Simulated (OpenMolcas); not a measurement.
N2: single-point calculation (part 1 of 2)

The run: single-point calculation of N2. Method and program: CISD/STO-3G, RHF (OpenMolcas 26.06).

The geometry comes from this level: PBE0-D4/def2-TZVP.

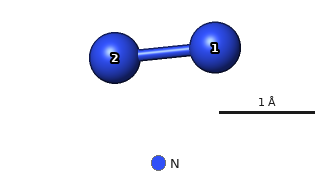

Fig. 1: The structure as given in the input (ball-and-stick view, seen at a tilt; atoms are numbered from 1 in the order of the input).

**The input**
```
&GATEWAY
 BASLIB=$CurrDir
 BASISSET
 N.STO-3G....
 N1 0.465500 -0.150300 0.239800 angstrom
 N2 -0.465500 0.150300 -0.239800 angstrom
 End of Basis

&SEWARD

&SCF
 THRESHOLDS=1e-10 1e-07 1e-07 1e-05
 PRORBITALS=1 1

&MOTRA
 FROZEN=2

&GUGA
 ELECTRONS=10
 SPIN=1
 INACTIVE=5
 ACTIVE=0
 CIALL=1

&CPF
 SDCI
```

Run on 1 thread of Arm Neoverse V2, 24 GiB of memory available, shared host.

Launched with:
```bash
export MOLCAS_MEM=1860
pymolcas mol.inp > mol.log
```

**Log**
```
--- Start Module: gateway ---

                                              &GATEWAY

                       available to each process: 1.9 GB of memory, 1 thread

 Basis Set     1 Label: N.STO-3G....
 Basis set is read from library:.
 basistype.tbl is not found

++    Symmetry information:
      ---------------------

                    Character Table for C1

                             E
                    a        1  x, y, xy, Rz, z, xz, Ry, yz, Rx, I
--

++    Basis set information:
      ----------------------

      Basis set label: N.STO-3G.........

      Electronic valence basis set:
      ------------------
      Associated Effective Charge   7.000000 au
      Associated Actual Charge      7.000000 au
      Nuclear Model: Point charge

      Shell  nPrim  nBasis  Cartesian Spherical Contaminant
         s       6       2        X
         p       3       1        X
--

++    Molecular structure info:
      -------------------------

                    ************************************************
                    **** Cartesian Coordinates / bohr, angstrom ****
                    ************************************************

     Center  Label                x              y              z                     x              y              z
        1      N1               0.879668      -0.284026       0.453156              0.465500      -0.150300       0.239800
        2      N2              -0.879668       0.284026      -0.453156             -0.465500       0.150300      -0.239800
--

            Nuclear Potential Energy             23.79834176 au

--- Stop Module: gateway /rc=_RC_ALL_IS_WELL_ ---

--- Start Module: seward ---

                                              &SEWARD

                       available to each process: 1.9 GB of memory, 1 thread

               SEWARD will generate:
                  Multipole Moment integrals up to order  2
                  Kinetic Energy integrals
                  Nuclear Attraction integrals (point charge)
                  One-Electron Hamiltonian integrals
                  Velocity integrals
                  Orbital angular momentum around (  0.0000   0.0000   0.0000 )
                  Velocity quadrupole around (  0.0000   0.0000   0.0000 )
                  Two-Electron Repulsion integrals

                   Integrals are discarded if absolute value <: 1.00E-14
                   Integral cutoff threshold is set to       <: 1.00E-16

            Nuclear Potential Energy             23.79834176 au

      Basis set specifications :
      Symmetry species         a
      Basis functions           10

--- Stop Module: seward /rc=_RC_ALL_IS_WELL_ ---

--- Start Module: scf ---

                                                &SCF

                       available to each process: 1.9 GB of memory, 1 thread

++    Input section:
      --------------

      Header of the integral files:

      Cartesian coordinates in angstrom:
      -----------------------------------------------------
      No.  Label        X            Y            Z
      -----------------------------------------------------
       1   N1         0.46550000  -0.15030000   0.23980000
       2   N2        -0.46550000   0.15030000  -0.23980000
      -----------------------------------------------------
      Nuclear repulsion energy =   23.79834176
--

++    Orbital specifications:
      -----------------------

      Symmetry species               1
                                     a
      Frozen orbitals                0
      Occupied orbitals              7
      Secondary orbitals             3
      Deleted orbitals               0
      Total number of orbitals      10
      Number of basis functions     10
--

      Molecular charge                           0.000

++    Optimization specifications:
      ----------------------------

      SCF Algorithm: Conventional
      Minimized density differences are used
      Number of density matrices in core                 5
      Maximum number of NDDO SCF iterations            400
      Maximum number of HF SCF iterations              400
      Threshold for SCF energy change             1.00E-10
      Threshold for density matrix                1.00E-07
      Threshold for Fock matrix                   1.00E-07
      Threshold for linear dependence             1.00E-09
      Threshold at which DIIS is turned on        1.50E-01
      Maximum depth in the DIIS procedure                5
      Maximum depth in the BFGS Hessian update          30
      Threshold at which QNR/C2DIIS is turned on  7.50E-02
      Threshold for Norm(delta) (QNR/C2DIIS)      1.00E-05
      All orbitals punched on: SCFORB
--

      Input vectors read from INPORB
      Orbital file label: *Guess orbitals

++ Convergence information
                                   SCF        iterations: Energy and convergence statistics

Iter     Tot. SCF        One-elec.       Two-elec.     Energy      Max Dij or  Max Fij      DNorm      TNorm      AccCon     Time
         Energy          Energy          Energy        Change      Delta Norm                                                in Sec.
   1  -107.465044177  -192.626359060    61.362973119   0.00E+00    1.44E-01*   1.70E-01*    5.58E+00   2.89E+01   None         0.
   2  -107.492121026  -192.728475319    61.438012529  -2.71E-02*   3.24E-02*   3.01E-02*    7.15E-01   2.90E+01   EDIIS        0.
   3  -107.493316532  -192.754786076    61.463127781  -1.20E-03*   2.57E-04*   8.68E-03*    3.03E-02   2.90E+01   c2DIIS       0.
   4  -107.493380321  -192.762606480    61.470884395  -6.38E-05*   3.05E-05*   1.12E-04*    9.04E-05   2.90E+01   QNRc2DIIS    0.
   5  -107.493380326  -192.762662498    61.470940407  -5.67E-09*   8.68E-06    1.28E-05*    2.49E-05   2.90E+01   QNRc2DIIS    0.
   6  -107.493380327  -192.762677536    61.470955446  -2.35E-10*   2.60E-07    1.57E-06*    3.90E-05   2.90E+01   QNRc2DIIS    0.
   7  -107.493380327  -192.762677848    61.470955758  -3.41E-13    2.35E-12    4.38E-12     1.96E-06   2.90E+01   QNRc2DIIS    0.

       Convergence after   7 Iterations
--

 *****************************************************************************************************************************
 *                                             SCF/KS-DFT Program, Final results                                             *
 *                                                       Final Results                                                       *
 *****************************************************************************************************************************

::    Total SCF energy                               -107.4933803266
      One-electron energy                            -192.7626778484
      Two-electron energy                              61.4709557580
      Nuclear repulsion energy                         23.7983417638
      Kinetic energy (interpolated)                   106.2137915824
      Virial theorem                                    1.0120472937
      Total spin, S(S+1)                                0.0000000000
      Total spin, S                                     0.0000000000
      Max non-diagonal density matrix element           0.0000000000
      Max non-diagonal Fock matrix element              0.0000000000

      All orbitals with orbital energies smaller than  E(LUMO)+0.5 are printed

++    Molecular orbitals:
      -------------------

      Title: SCF orbitals

      Molecular orbitals for symmetry species 1: a

          Orbital            1         2         3         4         5         6         7         8         9
          Energy          -15.5208  -15.5188   -1.4505   -0.7214   -0.5787   -0.5787   -0.5415    0.2849    0.2849
          Occ. No.          2.0000    2.0000    2.0000    2.0000    2.0000    2.0000    2.0000    0.0000    0.0000

--

++    Molecular charges:
      ------------------

      Mulliken charges per centre and basis function type
      ---------------------------------------------------

                N1      N2
      1s       3.7364  3.7364
      2px      1.1925  1.1925
      2pz      1.0511  1.0511
      2py      1.0201  1.0201
      Total    7.0000  7.0000

      N-E     -0.0000 -0.0000

      Total electronic charge=   14.000000

      Total            charge=   -0.000000
--

++    Molecular properties:
      ---------------------

      Charge (e):
                      =   -0.0000
      Dipole Moment (debye):
      Origin of the operator (angstrom)=    0.0000    0.0000    0.0000
                   X=  4.7173E-15               Y=  5.6252E-15               Z= -2.8845E-15           Total=  7.8877E-15
      Quadrupole Moment (debye*angstrom):
      Origin of the operator (angstrom)=    0.0000    0.0000    0.0000
                  XX= -1.1077E+01              XY=  6.0839E-01              XZ= -9.7067E-01              YY= -9.3897E+00
                  YZ=  3.1341E-01              ZZ= -9.6933E+00
      In traceless form (debye*angstrom)
                  XX= -1.5360E+00              XY=  9.1258E-01              XZ= -1.4560E+00              YY=  9.9571E-01
                  YZ=  4.7011E-01              ZZ=  5.4031E-01
--

--- Stop Module: scf /rc=_RC_ALL_IS_WELL_ ---

--- Start Module: motra ---

                                               &MOTRA

                       available to each process: 1.9 GB of memory, 1 thread

      *** WARNING: Default frozen orbitals is overwritten by user input.
      *** Default values:   2

      Header of the integral files:

      Header of MO coefficients source file:
      * SCF orbitals

      Cartesian coordinates in angstrom:
      -----------------------------------------------------
      No.  Label        X            Y            Z
      -----------------------------------------------------
       1   N1         0.46550000  -0.15030000   0.23980000
       2   N2        -0.46550000   0.15030000  -0.23980000
      -----------------------------------------------------
      Nuclear repulsion energy =   23.79834176

      Orbital specifications:
      -----------------------

      Symmetry species:              1
      Number of basis functions:    10
      Frozen orbitals:               2
      Deleted orbitals:              0
      Number of orbitals used:       8

       SYMMETRY  BASIS FUNCTIONS       ORBITALS      INTEGRALS   CPU(SEC)  I/O(SEC)
        1 1 1 1   10  10  10  10     8   8   8   8         666       0.00      0.00

       TOTAL CPU TIME(SEC)    0.00TOTAL I/O TIME(SEC)    0.00

--- Stop Module: motra /rc=_RC_ALL_IS_WELL_ ---

--- Start Module: guga ---

                                               &GUGA

                       available to each process: 1.9 GB of memory, 1 thread

      ************************************************************************************************************************
      *                                                        Title:                                                        *
      *                                                 (No title was given)                                                 *
      ************************************************************************************************************************

      ALL SINGLE AND DOUBLE REPLACEMENTS
```
